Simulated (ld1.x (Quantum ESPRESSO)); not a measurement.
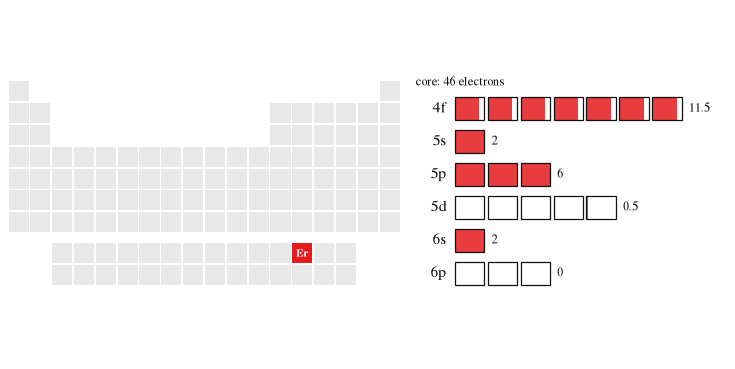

Left, the place of erbium in the periodic table; right, the valence shells of the reference configuration: a box for each of the 2l + 1 orbitals, shaded by the share of the shell that is filled, with the electron count at the right. The shells are those of the unaltered input.

Er: pseudopotential generation

Erbium (Er, Z = 68), core [Kr] 4d10, reference valence 4f11.5 5s2 5p6 5d0.5 6s2 6p0, valence charge 22. (This line and the method describe the unaltered input from which the odd one was made.) Computed at this level: RRKJ potential, BLYP, fully relativistic, made with ld1.x (Quantum ESPRESSO) 7.5.

Input:
```
 &input
   title='Er', zed=68., rel=2, dft='BLYP', iswitch=3, lsd=1,
   config='[Xe] 4f11.5 5d0.5 6s2 6p0', rel_dist='average',
   nld=7, rlderiv=3.75, eminld=-6.0, emaxld=5.0, deld=0.02
 /
 &inputp
   pseudotype=2, tm=.false., rho0=0.01, lloc=0,
   nlcc=.true., new_core_ps=.true.,
   file_pseudopw='Er.UPF', file_wfcaegen='ae.wfc', file_wfcncgen='nc.wfc', file_beta='beta', file_chi='chi'
 /
4
5P  2  1   6.00   0.00  1.75  1.75  0.0
5D  3  2   0.50   0.00  3.45  3.45  0.0
4F  4  3  11.50   0.00  1.15  1.15  0.0
5S  1  0   2.00   0.00  1.15  1.15  0.0
 &test
   configts(1)='4f11.5 5s2 5p6 5d0.5 6s2 6p0'
 /
```

Hardware: 1 CPU thread, shared host.

Run as:
```bash
ld1.x < Er.in > Er.out
```

Log:
```
     Program LD1 v.7.5
     --------------------------- All-electron run ----------------------------

     Er
     dirac relativistic calculation

     atomic number is 68.00
     dft =BLYP   lsd =0 sic =0 latt =0  beta=0.20 tr2=1.0E-14
     Exchange-correlation= BLYP
                           (   1   3   1   3   0   0   0)
     mesh =1267 r(mesh) = 100.03222 a.u. xmin = -7.00 dx = 0.01250
     1 Ry =  13.60569312 eV, c = 137.03599908

     n l j   nl                  e(Ry)          e(Ha)          e(eV)
     Spin orbit split results
     1 0 0.5 1S 1( 2.00)     -4212.8246     -2106.4123    -57318.3985
     2 0 0.5 2S 1( 2.00)      -707.5340      -353.7670     -9626.4910
     2 1 0.5 2P 1( 2.00)      -673.8989      -336.9494     -9168.8613
     2 1 1.5 2P 1( 4.00)      -606.4839      -303.2419     -8251.6337
     3 0 0.5 3S 1( 2.00)      -158.7201       -79.3600     -2159.4965
     3 1 0.5 3P 1( 2.00)      -143.9701       -71.9850     -1958.8124
     3 1 1.5 3P 1( 4.00)      -129.8132       -64.9066     -1766.1985
     4 0 0.5 4S 1( 2.00)       -31.4971       -15.7486      -428.5405
     4 1 0.5 4P 1( 2.00)       -25.6045       -12.8022      -348.3664
     4 1 1.5 4P 1( 4.00)       -22.4114       -11.2057      -304.9226
     3 2 1.5 3D 1( 4.00)      -104.5965       -52.2982     -1423.1072
     3 2 2.5 3D 1( 6.00)      -101.5027       -50.7514     -1381.0146
     5 0 0.5 5S 1( 2.00)        -3.9439        -1.9720       -53.6597
     5 1 0.5 5P 1( 2.00)        -2.3398        -1.1699       -31.8351
     5 1 1.5 5P 1( 4.00)        -1.9343        -0.9672       -26.3180
     4 2 1.5 4D 1( 4.00)       -12.7159        -6.3579      -173.0084
     4 2 2.5 4D 1( 6.00)       -12.1350        -6.0675      -165.1048
     4 3 2.5 4F 1( 4.93)        -0.4859        -0.2430        -6.6115
     4 3 3.5 4F 1( 6.57)        -0.4038        -0.2019        -5.4944
     5 2 1.5 5D 1( 0.20)        -0.1142        -0.0571        -1.5534
     5 2 2.5 5D 1( 0.30)        -0.0962        -0.0481        -1.3094
     6 0 0.5 6S 1( 2.00)        -0.2977        -0.1488        -4.0501
     6 1 0.5 6P 1( 0.00)        -0.0970        -0.0485        -1.3191
     6 1 1.5 6P 1( 0.00)        -0.0783        -0.0391        -1.0651
     Averaged results
     1 0     1S 1( 2.00)     -4212.8246     -2106.4123    -57318.3985
     2 0     2S 1( 2.00)      -707.5340      -353.7670     -9626.4910
     2 1     2P 1( 6.00)      -628.9556      -314.4778     -8557.3762
     3 0     3S 1( 2.00)      -158.7201       -79.3600     -2159.4965
     3 1     3P 1( 6.00)      -134.5322       -67.2661     -1830.4032
     4 0     4S 1( 2.00)       -31.4971       -15.7486      -428.5405
     4 1     4P 1( 6.00)       -23.4758       -11.7379      -319.4039
     3 2     3D 1(10.00)      -102.7402       -51.3701     -1397.8517
     5 0     5S 1( 2.00)        -3.9439        -1.9720       -53.6597
     5 1     5P 1( 6.00)        -2.0695        -1.0348       -28.1570
     4 2     4D 1(10.00)       -12.3673        -6.1837      -168.2662
     4 3     4F 1(11.50)        -0.4390        -0.2195        -5.9732
     5 2     5D 1( 0.50)        -0.1034        -0.0517        -1.4070
     6 0     6S 1( 2.00)        -0.2977        -0.1488        -4.0501
     6 1     6P 1( 0.00)        -0.0845        -0.0423        -1.1498

     final scf error:  6.0E-15 reached in  33 iterations

     Etot =  -26201.070641 Ry,  -13100.535320 Ha, -356483.726633 eV

     Ekin =   28927.084050 Ry,   14463.542025 Ha,  393573.028526 eV
     Encl =  -64819.677338 Ry,  -32409.838669 Ha, -881916.638186 eV
     Eh   =   10251.469974 Ry,    5125.734987 Ha,  139478.354524 eV
     Exc  =    -559.947327 Ry,    -279.973664 Ha,   -7618.471498 eV

     normalization and overlap integrals

     s(1S/1S) =  1.000000  <r> =   0.0204  <r2> =    0.0006  r(max) =   0.0128
     s(2S/2S) =  1.000000  <r> =   0.0859  <r2> =    0.0088  r(max) =   0.0728
     s(2P/2P) =  1.000000  <r> =   0.0715  <r2> =    0.0063  r(max) =   0.0553
     s(2P/2P) =  1.000000  <r> =   0.0787  <r2> =    0.0075  r(max) =   0.0611
     s(3S/3S) =  1.000000  <r> =   0.2249  <r2> =    0.0579  r(max) =   0.2081
     s(3P/3P) =  1.000000  <r> =   0.2146  <r2> =    0.0536  r(max) =   0.1955
     s(3P/3P) =  1.000000  <r> =   0.2283  <r2> =    0.0605  r(max) =   0.2081
     s(4S/4S) =  1.000000  <r> =   0.5078  <r2> =    0.2914  r(max) =   0.4750
     s(4P/4P) =  1.000000  <r> =   0.5168  <r2> =    0.3043  r(max) =   0.4750
     s(4P/4P) =  1.000000  <r> =   0.5483  <r2> =    0.3422  r(max) =   0.5056
     s(3D/3D) =  1.000000  <r> =   0.2013  <r2> =    0.0476  r(max) =   0.1641
     s(3D/3D) =  1.000000  <r> =   0.2055  <r2> =    0.0495  r(max) =   0.1683
     s(5S/5S) =  1.000000  <r> =   1.2455  <r2> =    1.7487  r(max) =   1.1113
     s(5P/5P) =  1.000000  <r> =   1.4050  <r2> =    2.2504  r(max) =   1.2129
     s(5P/5P) =  1.000000  <r> =   1.5165  <r2> =    2.6264  r(max) =   1.2911
     s(4D/4D) =  1.000000  <r> =   0.5765  <r2> =    0.3862  r(max) =   0.5056
     s(4D/4D) =  1.000000  <r> =   0.5877  <r2> =    0.4012  r(max) =   0.5184
     s(4F/4F) =  1.000000  <r> =   0.7928  <r2> =    0.8511  r(max) =   0.5056
     s(4F/4F) =  1.000000  <r> =   0.8111  <r2> =    0.8995  r(max) =   0.5120
     s(5D/5D) =  1.000000  <r> =   3.0761  <r2> =   12.2151  r(max) =   1.9503
     s(5D/5D) =  1.000000  <r> =   3.2613  <r2> =   13.8219  r(max) =   2.0248
     s(6S/6S) =  1.000000  <r> =   3.8761  <r2> =   17.1863  r(max) =   3.2155
     s(6P/6P) =  1.000000  <r> =   5.4832  <r2> =   35.1836  r(max) =   4.3405
     s(6P/6P) =  1.000000  <r> =   5.9917  <r2> =   42.0674  r(max) =   4.7374

     ------------------------ End of All-electron run ------------------------

     --------------------- Generating NC pseudopotential ---------------------

      Generating local pot.: lloc=0, matching radius rcloc =   1.1500

      Computing core charge for nlcc:

       r > 0.68 : true rho core
      Core charge pseudized with two Bessel functions
      Integrated core pseudo-charge :  29.20

     Fully relativistic calculation: |psi|^2

     Wfc 5P LC norm =  0.99975974 SC norm =  0.00024026 missing  0.00000000

     Wfc 5P LC norm =  0.99979280 SC norm =  0.00020718 missing  0.00000002

     Wfc 5D LC norm =  0.99994340 SC norm =  0.00005657 missing  0.00000002

     Wfc 5D LC norm =  0.99994916 SC norm =  0.00004876 missing  0.00000208

     Wfc 4F LC norm =  0.99934588 SC norm =  0.00065412 missing  0.00000000

     Wfc 4F LC norm =  0.99936281 SC norm =  0.00063717 missing  0.00000002

      Wfc   5P  rcut= 1.743  Estimated cut-off energy=       59.34 Ry
      This function has    0 nodes for 0 < r <    1.743

      Wfc   5P  rcut= 1.743  Estimated cut-off energy=       58.92 Ry
      This function has    0 nodes for 0 < r <    1.743

      Wfc   5D  rcut= 3.423  Estimated cut-off energy=       19.91 Ry
      This function has    0 nodes for 0 < r <    3.423

      Wfc   5D  rcut= 3.423  Estimated cut-off energy=       19.88 Ry
      This function has    0 nodes for 0 < r <    3.423

      Wfc   4F  rcut= 1.139  Estimated cut-off energy=      228.78 Ry
      This function has    0 nodes for 0 < r <    1.139

      Wfc   4F  rcut= 1.139  Estimated cut-off energy=      228.64 Ry
      This function has    0 nodes for 0 < r <    1.139

     ------------------- End of pseudopotential generation -------------------

     --------------------------- All-electron run ----------------------------

     Er
     dirac relativistic calculation

     atomic number is 68.00
     dft =BLYP   lsd =0 sic =0 latt =0  beta=0.20 tr2=1.0E-14
     Exchange-correlation= BLYP
                           (   1   3   1   3   0   0   0)
     mesh =1267 r(mesh) = 100.03222 a.u. xmin = -7.00 dx = 0.01250
     1 Ry =  13.60569312 eV, c = 137.03599908

     n l j   nl                  e(Ry)          e(Ha)          e(eV)
     Spin orbit split results
     1 0 0.5 1S 1( 2.00)     -4212.8246     -2106.4123    -57318.3985
     2 0 0.5 2S 1( 2.00)      -707.5340      -353.7670     -9626.4910
     2 1 0.5 2P 1( 2.00)      -673.8989      -336.9494     -9168.8613
     2 1 1.5 2P 1( 4.00)      -606.4839      -303.2419     -8251.6337
     3 0 0.5 3S 1( 2.00)      -158.7201       -79.3600     -2159.4965
     3 1 0.5 3P 1( 2.00)      -143.9701       -71.9850     -1958.8124
     3 1 1.5 3P 1( 4.00)      -129.8132       -64.9066     -1766.1985
     4 0 0.5 4S 1( 2.00)       -31.4971       -15.7486      -428.5405
     4 1 0.5 4P 1( 2.00)       -25.6045       -12.8022      -348.3664
     4 1 1.5 4P 1( 4.00)       -22.4114       -11.2057      -304.9226
     3 2 1.5 3D 1( 4.00)      -104.5965       -52.2982     -1423.1072
     3 2 2.5 3D 1( 6.00)      -101.5027       -50.7514     -1381.0146
     5 0 0.5 5S 1( 2.00)        -3.9439        -1.9720       -53.6597
     5 1 0.5 5P 1( 2.00)        -2.3398        -1.1699       -31.8351
     5 1 1.5 5P 1( 4.00)        -1.9343        -0.9672       -26.3180
     4 2 1.5 4D 1( 4.00)       -12.7159        -6.3579      -173.0084
     4 2 2.5 4D 1( 6.00)       -12.1350        -6.0675      -165.1048
     4 3 2.5 4F 1( 4.93)        -0.4859        -0.2430        -6.6115
     4 3 3.5 4F 1( 6.57)        -0.4038        -0.2019        -5.4944
     5 2 1.5 5D 1( 0.20)        -0.1142        -0.0571        -1.5534
     5 2 2.5 5D 1( 0.30)        -0.0962        -0.0481        -1.3094
     6 0 0.5 6S 1( 2.00)        -0.2977        -0.1488        -4.0501
     6 1 0.5 6P 1( 0.00)        -0.0970        -0.0485        -1.3191
     6 1 1.5 6P 1( 0.00)        -0.0783        -0.0391        -1.0651
     Averaged results
     1 0     1S 1( 2.00)     -4212.8246     -2106.4123    -57318.3985
     2 0     2S 1( 2.00)      -707.5340      -353.7670     -9626.4910
     2 1     2P 1( 6.00)      -628.9556      -314.4778     -8557.3762
     3 0     3S 1( 2.00)      -158.7201       -79.3600     -2159.4965
     3 1     3P 1( 6.00)      -134.5322       -67.2661     -1830.4032
     4 0     4S 1( 2.00)       -31.4971       -15.7486      -428.5405
     4 1     4P 1( 6.00)       -23.4758       -11.7379      -319.4039
     3 2     3D 1(10.00)      -102.7402       -51.3701     -1397.8517
     5 0     5S 1( 2.00)        -3.9439        -1.9720       -53.6597
     5 1     5P 1( 6.00)        -2.0695        -1.0348       -28.1570
     4 2     4D 1(10.00)       -12.3673        -6.1837      -168.2662
     4 3     4F 1(11.50)        -0.4390        -0.2195        -5.9732
     5 2     5D 1( 0.50)        -0.1034        -0.0517        -1.4070
     6 0     6S 1( 2.00)        -0.2977        -0.1488        -4.0501
     6 1     6P 1( 0.00)        -0.0845        -0.0423        -1.1498

     final scf error:  6.0E-15 reached in  33 iterations

     Etot =  -26201.070641 Ry,  -13100.535320 Ha, -356483.726633 eV

     Ekin =   28927.084050 Ry,   14463.542025 Ha,  393573.028526 eV
     Encl =  -64819.677338 Ry,  -32409.838669 Ha, -881916.638186 eV
     Eh   =   10251.469974 Ry,    5125.734987 Ha,  139478.354524 eV
     Exc  =    -559.947327 Ry,    -279.973664 Ha,   -7618.471498 eV

     normalization and overlap integrals

     s(1S/1S) =  1.000000  <r> =   0.0204  <r2> =    0.0006  r(max) =   0.0128
     s(2S/2S) =  1.000000  <r> =   0.0859  <r2> =    0.0088  r(max) =   0.0728
     s(2P/2P) =  1.000000  <r> =   0.0715  <r2> =    0.0063  r(max) =   0.0553
     s(2P/2P) =  1.000000  <r> =   0.0787  <r2> =    0.0075  r(max) =   0.0611
     s(3S/3S) =  1.000000  <r> =   0.2249  <r2> =    0.0579  r(max) =   0.2081
     s(3P/3P) =  1.000000  <r> =   0.2146  <r2> =    0.0536  r(max) =   0.1955
     s(3P/3P) =  1.000000  <r> =   0.2283  <r2> =    0.0605  r(max) =   0.2081
     s(4S/4S) =  1.000000  <r> =   0.5078  <r2> =    0.2914  r(max) =   0.4750
     s(4P/4P) =  1.000000  <r> =   0.5168  <r2> =    0.3043  r(max) =   0.4750
     s(4P/4P) =  1.000000  <r> =   0.5483  <r2> =    0.3422  r(max) =   0.5056
     s(3D/3D) =  1.000000  <r> =   0.2013  <r2> =    0.0476  r(max) =   0.1641
     s(3D/3D) =  1.000000  <r> =   0.2055  <r2> =    0.0495  r(max) =   0.1683
     s(5S/5S) =  1.000000  <r> =   1.2455  <r2> =    1.7487  r(max) =   1.1113
     s(5P/5P) =  1.000000  <r> =   1.4050  <r2> =    2.2504  r(max) =   1.2129
     s(5P/5P) =  1.000000  <r> =   1.5165  <r2> =    2.6264  r(max) =   1.2911
     s(4D/4D) =  1.000000  <r> =   0.5765  <r2> =    0.3862  r(max) =   0.5056
     s(4D/4D) =  1.000000  <r> =   0.5877  <r2> =    0.4012  r(max) =   0.5184
     s(4F/4F) =  1.000000  <r> =   0.7928  <r2> =    0.8511  r(max) =   0.5056
     s(4F/4F) =  1.000000  <r> =   0.8111  <r2> =    0.8995  r(max) =   0.5120
     s(5D/5D) =  1.000000  <r> =   3.0761  <r2> =   12.2151  r(max) =   1.9503
     s(5D/5D) =  1.000000  <r> =   3.2613  <r2> =   13.8219  r(max) =   2.0248
     s(6S/6S) =  1.000000  <r> =   3.8761  <r2> =   17.1863  r(max) =   3.2155
     s(6P/6P) =  1.000000  <r> =   5.4832  <r2> =   35.1836  r(max) =   4.3405
     s(6P/6P) =  1.000000  <r> =   5.9917  <r2> =   42.0674  r(max) =   4.7374

     ------------------------ End of All-electron run ------------------------

     Computing logarithmic derivative in   3.75941
     Computing logarithmic derivative in   3.75941
     Computing the partial wave expansion
       no projector for channel:   0
     R is outside the sphere for l=    1 j= 0.50
     R is outside the sphere for l=    1 j= 1.50
     R is outside the sphere for l=    2 j= 1.50
     R is outside the sphere for l=    2 j= 2.50
     R is outside the sphere for l=    3 j= 2.50
     R is outside the sphere for l=    3 j= 3.50

     ---------------------- Testing the pseudopotential ----------------------

     Er
     dirac relativistic calculation

     atomic number is 68.00   valence charge is 22.00
     dft =BLYP   lsd =0 sic =0 latt =0  beta=0.20 tr2=1.0E-14
     mesh =1267 r(mesh) = 100.03222 xmin = -7.00 dx = 0.01250

     n l  j  nl             e AE (Ry)       e PS (Ry)    De AE-PS (Ry)
     4 3 2.5 4F   1( 4.93)       -0.48594       -0.48591       -0.00003
     4 3 3.5 4F   1( 6.57)       -0.40383       -0.40385        0.00002
     1 0 0.5 5S   1( 2.00)       -3.94392       -3.94398        0.00006
     2 1 0.5 5P   1( 2.00)       -2.33984       -2.33984        0.00000
     2 1 1.5 5P   1( 4.00)       -1.93434       -1.93434        0.00001
     3 2 1.5 5D   1( 0.20)       -0.11417       -0.11417       -0.00000
     3 2 2.5 5D   1( 0.30)       -0.09624       -0.09624        0.00000
     2 0 0.5 6S   1( 2.00)       -0.29768       -0.30056        0.00288
     3 1 0.5 6P   1( 0.00)       -0.09696       -0.09674       -0.00021
     3 1 1.5 6P   1( 0.00)       -0.07828       -0.07858        0.00030

     eps = 5.5E-15  iter = 21

     Etot =  -26201.070641 Ry,  -13100.535320 Ha, -356483.726633 eV
     Etotps =  -484.712951 Ry,    -242.356476 Ha,   -6594.855666 eV

     Ekin =     384.178375 Ry,     192.089187 Ha,    5227.013070 eV
     Encl =    -713.674275 Ry,    -356.837137 Ha,   -9710.033175 eV
     Ehrt =     352.143253 Ry,     176.071627 Ha,    4791.153037 eV
     Ecxc =    -163.239615 Ry,     -81.619807 Ha,   -2220.988100 eV
     (Ecc =    -112.657568 Ry,     -56.328784 Ha,   -1532.784292 eV)
     Epseu=    -344.120689 Ry,    -172.060345 Ha,   -4682.000496 eV

     ---------------------- End of pseudopotential test ----------------------
```

Outcome:

| quantity | value |
| --- | --- |
| outcome | generated |
| wall time | 1.2 s |

What is odd here:

The input is odd on purpose: spin polarisation asked for in a generation. The program ran to the end. The all-electron atom is untouched: its total energy equals that from the unaltered input (−26201.0706 Ry). The pseudo-atom's energy and levels in the reference configuration are also those from the unaltered input, so the oddity leaves no trace there. The pseudo-atom misses the all-electron 6s level by 0.003 Ry, much as with the unaltered input. No test for ghost states or cutoffs was run on this potential, so its soundness isn't shown.
